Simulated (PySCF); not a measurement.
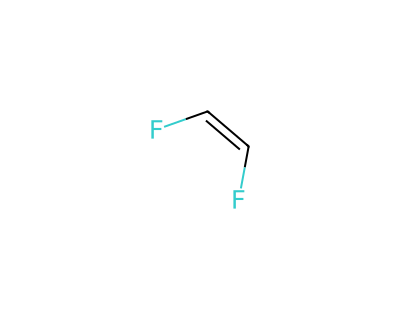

A structural formula.

Transcribe the drawing into SMILES.

F/C=C\F

Give the formula, hydrogens included.

C2H2F2.

An optimisation with GFN2-xTB gave a structure of which point group?

C2v.

More results for the same structure follow; atom numbers are the same in all pictures, views and colours differ. The geometry was computed by an optimisation with GFN2-xTB. No frequency run is at hand to confirm it as a minimum.

### NMR shielding

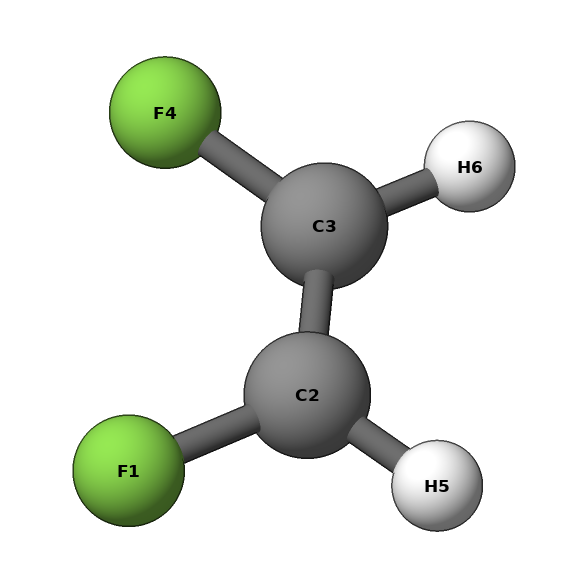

No frequency run is at hand to confirm it as a minimum. Properties computed with GIAO PBE0/pcSseg-1 NMR shielding, non-relativistic, gas phase (PySCF 2.14.0). Principal shieldings σ11 ≤ σ22 ≤ σ33, span Ω = σ33 − σ11, skew κ = 3(σiso − σ22)/Ω.

Give the shielding tensors of the F atoms.

```json
{"atom": "F1, F4", "σ11": "249.9", "σ22": "288.5", "σ33": "470.2", "σiso": "336.2", "Ω": "220.3", "κ": "0.65"}
```

Shieldings and span in ppm.

### Dipole moment

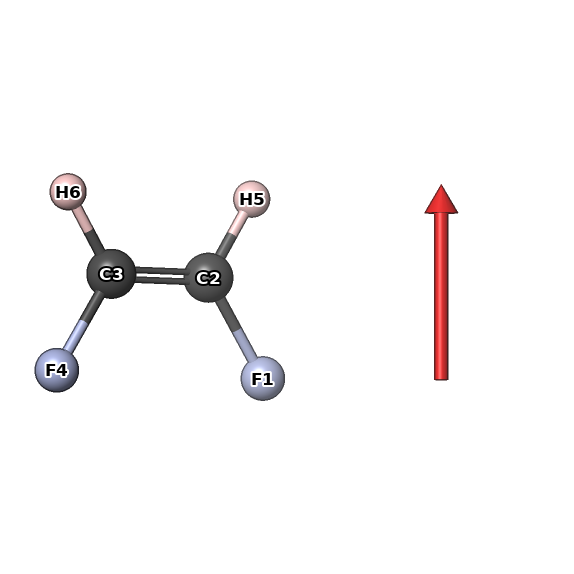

The arrow beside the molecule shows the direction of the dipole moment, from the negative to the positive end (its length means nothing). No frequency run is at hand to confirm it as a minimum. Method: PBE0/pcSseg-1, gas phase (PySCF 2.14.0).

Estimate the dipole moment.

2.39 D; it points from the side of F1, F4 to the side of H5, H6 (the outermost atoms at the two ends).

### Charges

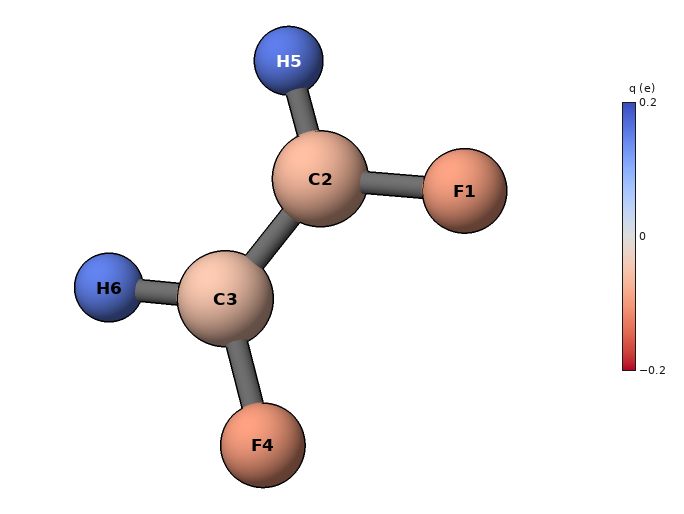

Atoms are coloured by their ESP-fitted charges. No frequency run is at hand to confirm it as a minimum. Properties computed with PBE0/pcSseg-1, gas phase (PySCF 2.14.0).

Which atom carries the highest charge (most positive or least negative)?

H5, H6 (0.15 to 0.16 e).

And the lowest?

F1, F4 (−0.10 e).

List the ESP-fitted charges.

| atom | value (e) |
| --- | --- |
| F1 | −0.10 |
| C2 | −0.07 |
| C3 | −0.05 |
| F4 | −0.10 |
| H5 | 0.16 |
| H6 | 0.15 |
